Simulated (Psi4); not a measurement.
**SnNH4F (SMILES [NH2][SnH2][F]) at TPSS/def2-SVP (core potential)**

Aim: the vertical singlet–triplet gap of SnNH4F at TPSS/def2-SVP (core potential), from 2 runs. 

Program for the calculation: Psi4 1.11.

8 further runs of the same task are left out: 8 that didn't finish. Runs told in other sessions of the task aren't counted.

## Step 1: The structure to begin with

The species is SnNH4F (7 atoms), meant as a singlet with charge 0. As SMILES, `[NH2][SnH2][F]`. Geometry: relaxed at PBE0-D4/def2-TZVP. This is one conformer, not always the lowest.

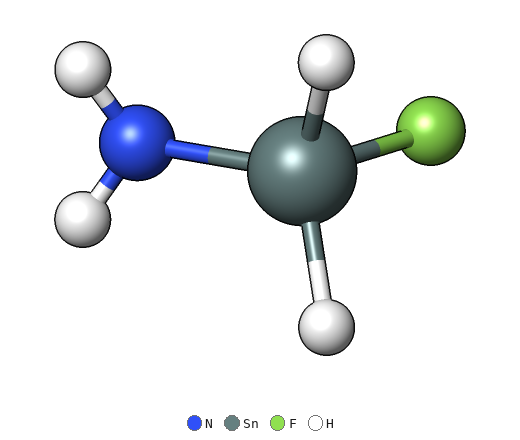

Viewed from a chosen angle; nitrogen blue, tin teal, fluorine green, hydrogen white.

## Step 2: The energy at TPSS/def2-SVP (core potential)

The input, calc.dat:

```
memory 2.2 GB

molecule mol {
  0 1
  N
  Sn 1 r2
  F 2 r3 1 a3
  H 1 r4 2 a4 3 d4
  H 1 r5 4 a5 2 d5
  H 2 r6 3 a6 1 d6
  H 2 r7 6 a7 3 d7

  r2 = 1.994971
  r3 = 1.925569
  a3 = 105.17382
  r4 = 1.008162
  a4 = 117.73823
  d4 = 112.38089
  r5 = 1.008049
  a5 = 110.28545
  d5 = -139.07396
  r6 = 1.699426
  a6 = 103.84439
  d6 = 117.41838
  r7 = 1.699475
  a7 = 119.00439
  d7 = -114.652
  symmetry c1
  no_reorient
  no_com
}

set {
  basis def2-SVP
  reference rks
  puream true
  e_convergence 1e-09
  d_convergence 1e-08
  scf_type pk
  dft_radial_points 99
  dft_spherical_points 590
}

e_tot, wfn = energy('tpss', return_wfn=True)
oeprop(wfn, 'WIBERG_LOWDIN_INDICES', 'MULLIKEN_CHARGES', 'QUADRUPOLE', title='TPSS')
```

On the command line:

```console
$ psi4 -i calc.dat -o calc.out -n 1
```

calc.out:

```text
[...]
    !!!  WARNING: ECP capability is in beta. Please check occupations closely.  !!!
[...]
  Running in c1 symmetry.
[...]
  Nuclear repulsion =  145.283363463681155
[...]
  Multiplicity = 1
[...]
  Nalpha       = 21
  Nbeta        = 21
[...]
    Number of basis functions: 74
[...]
   @RKS iter   1:  -370.74660783308531   -1.18277e+00   1.25095e-02 ADIIS/DIIS
[...]
   @RKS iter  11:  -371.10832602762247   -1.92699e-11   6.29558e-09 DIIS
[...]
    Orbital Energies [Eh]
    ---------------------
    Doubly Occupied:
       1A    -24.346324     2A    -14.104285     3A     -4.943775
       4A     -3.317132     5A     -3.315668     6A     -3.314912
       7A     -1.025269     8A     -0.965873     9A     -0.961414
      10A     -0.958649    11A     -0.958098    12A     -0.932760
      13A     -0.764992    14A     -0.478900    15A     -0.443237
      16A     -0.347447    17A     -0.331034    18A     -0.329919
      19A     -0.286646    20A     -0.279370    21A     -0.221549
[...]
  @RKS Final Energy:  -371.10832602762247
   => Energetics <=
    Nuclear Repulsion Energy =            145.2833634636811553
    One-Electron Energy =                -882.3544276206673658
    Two-Electron Energy =                 402.8662187214557662
    DFT Exchange-Correlation Energy =     -36.9034805920919453
    Empirical Dispersion Energy =           0.0000000000000000
    VV10 Nonlocal Energy =                  0.0000000000000000
    Total Energy =                       -371.1083260276224678
[...]
 Multipole Moments:
 ------------------------------------------------------------------------------------
     Multipole            Electronic (a.u.)      Nuclear  (a.u.)        Total (a.u.)
 ------------------------------------------------------------------------------------
 L = 1.  Multiply by 2.5417464519 to convert [e a0] to [Debye]
 Dipole X            :         -0.0023750            0.0048132            0.0024382
 Dipole Y            :         12.5128797          -11.1984498            1.3144299
 Dipole Z            :         13.0941787          -13.5996154           -0.5054367
 Magnitude           :                                                    1.4082607
 L = 2.  Multiply by 1.3450342976 to convert [e a0^2] to [Debye ang]
 Quadrupole XX       :        -46.3992272           20.2017852          -26.1974420
 Quadrupole XY       :          0.0205688           -0.0330749           -0.0125061
[...]
  Mulliken Charges: (a.u.)
   Center  Symbol    Alpha    Beta     Spin     Total
       1     N     3.70629  3.70629  0.00000 -0.41258
       2    SN    10.61375 10.61375  0.00000  0.77251
       3     F     4.70397  4.70397  0.00000 -0.40794
       4     H     0.43430  0.43430  0.00000  0.13140
       5     H     0.43431  0.43431  0.00000  0.13137
       6     H     0.55366  0.55366  0.00000 -0.10731
       7     H     0.55372  0.55372  0.00000 -0.10744
   Total alpha = 21.00000, Total beta = 21.00000, Total charge = -0.00000
  Wiberg Bond Indices using Orthogonal Lowdin Orbitals:
[...]
```

Run time: 47 s. Hardware: 1 thread of Intel Xeon Platinum 8259CL at 2.50GHz (Skylake/Cascade Lake), shared host; peak memory 1.1 GiB.

## Step 3: The triplet: energy and forces at UTPSS/def2-SVP (core potential)

The input, fh4nsn_ase.py:

```python
import numpy as np
from ase.calculators.psi4 import Psi4
from ase import Atoms

a = Atoms(['N', 'Sn', 'F', 'H', 'H', 'H', 'H'], positions=[
    [-0.824600, 0.088300, -0.943000],
    [0.497700, -0.065100, 0.542900],
    [0.233900, -1.827500, 1.272400],
    [-1.584200, 0.741400, -0.829600],
    [-0.469500, 0.125500, -1.885700],
    [0.113100, 0.971100, 1.833800],
    [2.094900, -0.101800, -0.036600],
])
calc = Psi4(atoms=a, method='tpss', basis='def2-SVP', memory='2200MB', num_threads=1, charge=0, multiplicity=3, label='psi4-calc', reference='uks')
calc.psi4.set_options({'puream': True, 'e_convergence': 1e-09, 'd_convergence': 1e-08, 'scf_type': 'pk', 'dft_radial_points': 99, 'dft_spherical_points': 590, 'maxiter': 100})
a.calc = calc

forces = a.get_forces()
print(f'energy: {a.get_potential_energy():.6f} eV')
print('forces / eV A^-1')
print(np.round(forces, 5))
```

On the command line:

```console
$ python fh4nsn_ase.py
```

psi4-calc.dat, cut to the lines that bear on the results:

```text
[...]
    !!!  WARNING: ECP capability is in beta. Please check occupations closely.  !!!
[...]
  Running in c1 symmetry.
[...]
  Nuclear repulsion =  145.283382765587589
[...]
  Multiplicity = 3
[...]
  Nalpha       = 22
  Nbeta        = 20
[...]
    Number of basis functions: 74
[...]
   @UKS iter   1:  -370.37840338583584   -8.87178e-01   1.39945e-02 ADIIS/DIIS
[...]
   @UKS iter  19:  -370.91014564277356   -4.37694e-12   7.26873e-09 DIIS
[...]
   @S^2 Observed:                2.003683272E+00
[...]
  @UKS Final Energy:  -370.91014564277356
   => Energetics <=
    Nuclear Repulsion Energy =            145.2833827655875893
    One-Electron Energy =                -881.4061053930514618
    Two-Electron Energy =                 402.0805852505855000
    DFT Exchange-Correlation Energy =     -36.8680082658951704
    Empirical Dispersion Energy =           0.0000000000000000
    VV10 Nonlocal Energy =                  0.0000000000000000
    Total Energy =                       -370.9101456427735570
  UHF NO Occupations:
  HONO-2 :   20  A 1.9990930
  HONO-1 :   21  A 1.0000000
[...]
 Multipole Moments:
 ------------------------------------------------------------------------------------
     Multipole            Electronic (a.u.)      Nuclear  (a.u.)        Total (a.u.)
 ------------------------------------------------------------------------------------
 L = 1.  Multiply by 2.5417464519 to convert [e a0] to [Debye]
 Dipole X            :         12.1191680          -12.6133992           -0.4942312
 Dipole Y            :         10.2014241           -9.3422708            0.8591533
 Dipole Z            :          6.9830565           -7.9986764           -1.0156199
 Magnitude           :                                                    1.4191168
[...]
  -Total Gradient:
     Atom            X                  Y                   Z
    ------   -----------------  -----------------  -----------------
       1        0.044131224462     0.006205285844     0.042926546374
       2       -0.052772123215    -0.004221993669    -0.053528631653
       3        0.001078282470     0.021939334217    -0.011444706741
       4        0.040802165222    -0.022135058769    -0.000517218799
       5       -0.007797653754     0.004787121994     0.045539379863
       6       -0.002795063159    -0.008566241399    -0.020888364552
       7       -0.022712772199     0.002074053163    -0.002208154693
[...]
```

Standard output:

```text
energy: -10092.979153 eV
forces / eV A^-1
[[-2.26932 -0.31909 -2.20737]
 [ 2.71365  0.2171   2.75255]
 [-0.05545 -1.12817  0.58851]
 [-2.09813  1.13823  0.0266 ]
 [ 0.40097 -0.24616 -2.34173]
 [ 0.14373  0.44049  1.07412]
 [ 1.16794 -0.10665  0.11355]]
```

It took 2.2 min on 1 thread of Intel Xeon Platinum 8259CL at 2.50GHz (Skylake/Cascade Lake), shared host; peak memory 1.1 GiB.

## Step 4: Summary of results

Level: TPSS/def2-SVP (core potential).

| quantity | value |
| --- | --- |
| singlet: total energy | -371.10833 Eh |
| singlet: dipole moment | 3.58 D |
| singlet: HOMO energy | -6.03 eV |
| singlet: LUMO energy | -0.58 eV |
| singlet: HOMO–LUMO gap | 5.45 eV |
| triplet: total energy | -370.91015 Eh |
| triplet: dipole moment | 3.61 D |
| triplet: HOMO energy (highest over α and β) | -1.64 eV |
| triplet: ⟨S²⟩ | 2.004 |
| triplet: largest force on an atom | 3.871 eV/Å |
| vertical energy of the triplet above the singlet | 5.393 eV |

What this shows: At this shape the triplet lies 5.39 eV (124 kcal/mol) above the singlet.
